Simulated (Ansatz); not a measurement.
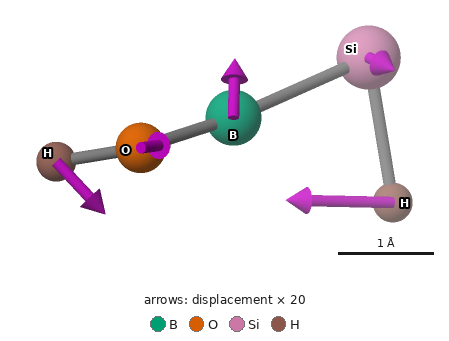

This is a relaxation of BSiH$_{2}$O (multiplicity 2). The starting structure is drawn; purple arrows show the displacements, magnified 20 times. The two geometries are superimposed by the best rigid fit.

A ball-and-stick model, seen at a tilt.

It is one of the separated reactants of a reaction.

Level of theory: UKS PBE0-D4/def2-TZVP in Ansatz.

The input:
```yaml
crystal:
  periodic: [false, false, false]
  atoms:
    - {symbol: B, position_ang: [-0.276761, 0.452734, 0.382468]}
    - {symbol: O, position_ang: [-1.229844, 0.195328, 1.254668]}
    - {symbol: Si, position_ang: [0.987071, 0.861303, -1.018057]}
    - {symbol: H, position_ang: [-1.362927, -0.733953, 1.526995]}
    - {symbol: H, position_ang: [1.945868, 1.018673, 0.196352]}
basis:
  gaussian: {orbitals: def2-TZVP}
magnetization: {spin_polarized: true, initial_magnetization: 1}
hamiltonian: {xc: pbe0, dispersion: d4}
relax: {f_tol: 0.005, max_steps: 200}
```

Run as
```bash
ansatz run in.yaml --threads 2 --pin off --events-out ev --progress --plain --max-ram 4352MiB
```

> What happened in the run?

The energy falls by 0.36 kcal/mol in 6 geometry steps. The largest force component goes from 0.66 to 0.003 eV/Å. The atom that moves furthest after the best rigid fit is H5 (0.061 Å). By element the largest moves are H 0.061 Å, B 0.034 Å, O 0.030 Å, Si 0.021 Å. Some distances before and after: Si3–H5 1.555 → 1.536 Å, B1–Si3 1.930 → 1.912 Å, O2–H4 0.977 → 0.963 Å, B1–O2 1.317 → 1.305 Å.
